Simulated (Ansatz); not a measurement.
# BF₂H···HBr: what the fields show

```xyz
6

B     0.0127   -0.3547   -0.0817
F     0.0585   -0.4857    1.2440
F     1.1512   -0.4550   -0.7469
H    -1.0401   -0.1854   -0.6524
Br    0.0514    2.9671    1.1310
H     0.0341    1.7963    1.9632
```

Method: RKS PBE/def2-SVP in Ansatz.

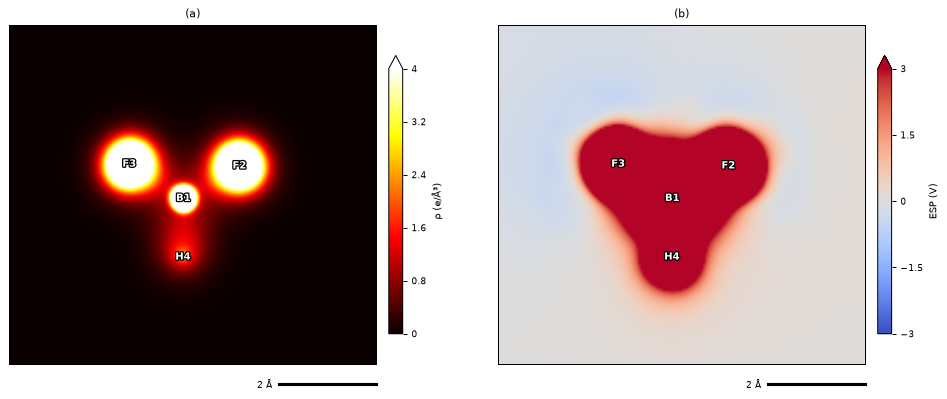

Figure 1. (a) electron density; (b) electrostatic potential on the plane of atoms F2, B1 and F3.

Describe what can be read from this map.

Answer.
- Atoms in the plane: B, F and H.
- B–F (1.32 Å): the density is about 2.2 e/Å³ at the midpoint.
- B–H (1.21 Å): ρ at the midpoint is about 1.2 e/Å³.
- Outside the dense part of the complex the potential is most negative (−0.5 V) near F3.

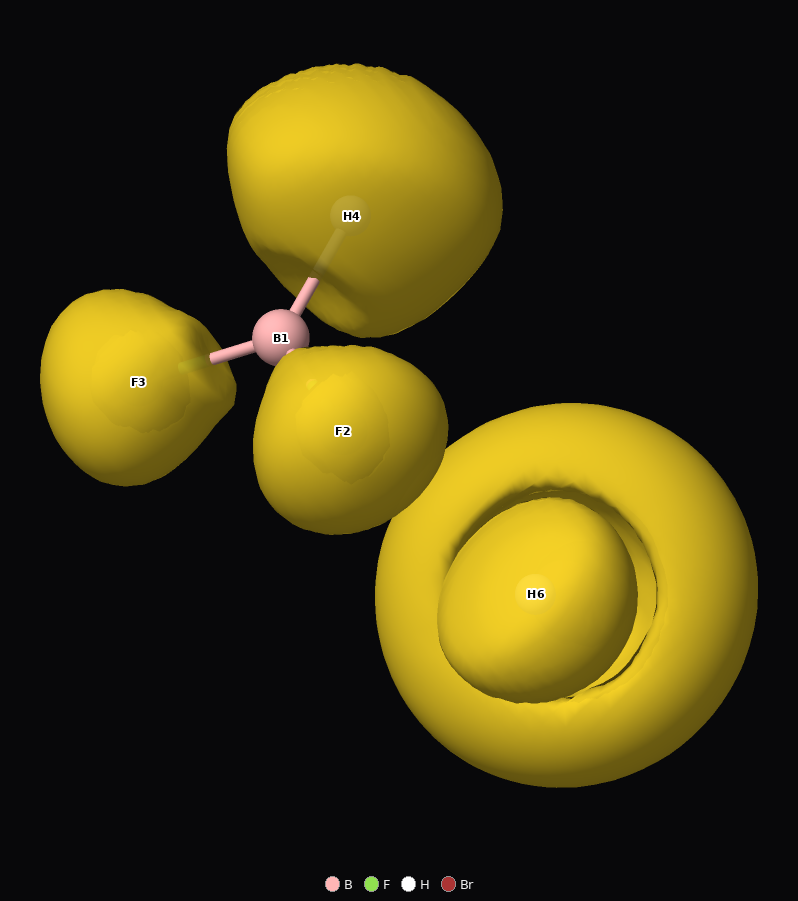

Figure 2. Isosurface of the ELF at 0.75 (yellow), seen at an oblique angle. Core shells and regions of very low density are left out.

Describe the localisation domains.

Answer. The surface consists of two regions around hydrogen nuclei, two regions on F in which the atom's valence shell and bonds are merged and one ring or bowl of non-bonding electrons around Br. Along the contacts the grid gives the following. F2···H6 (2.39 Å): the ELF dips to about 0 between them: a weak contact between the two molecules. B–F (1.32 Å): the ELF peaks at about 0.85 between the atoms (a shared but strongly polarised pair).

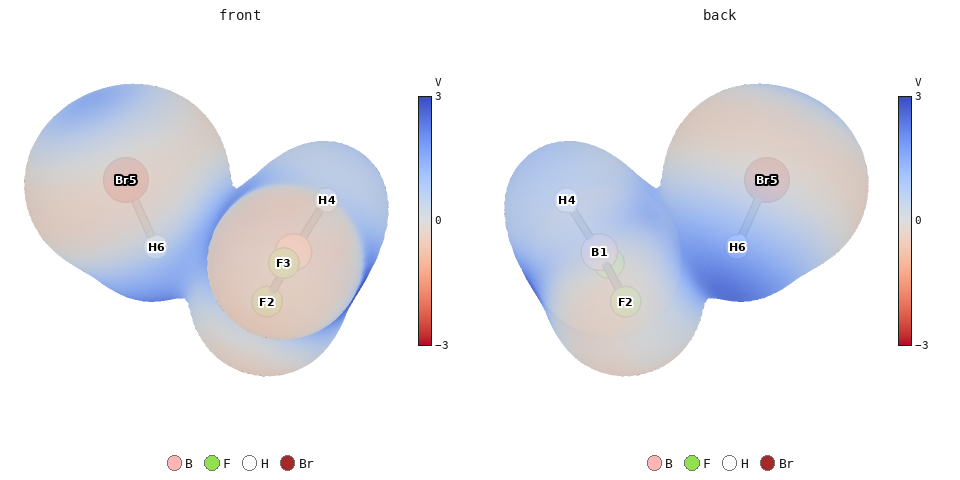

Figure 3. The electrostatic potential painted on the density surface at 0.004 e/bohr³, seen from the front and from behind; red is negative and blue positive.

Describe the electrostatic potential map.

Answer. The most negative region (about −0.5 V) lies over F3, the most positive (about +2.7 V) over B1. Br5 shows a σ-hole: about +1.4 V at the tip opposite its bond, against about −0.2 V on its flanks.

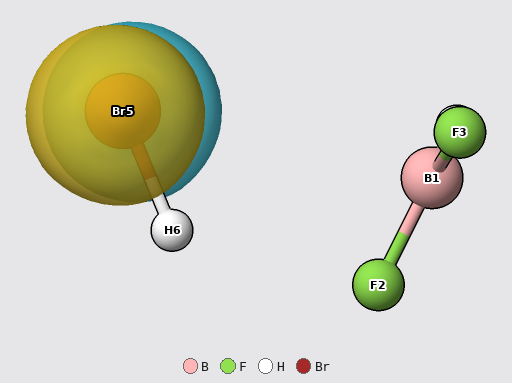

Figure 4. The HOMO at ±0.2 Å⁻³ᐟ² (yellow and cyan are the two phases), seen across its widest extent.

Where does this orbital lie, and at what energy?

Answer. It lies mainly on Br5 (about 95 %); largely a lone pair of Br5. Its energy is −7.29 eV.
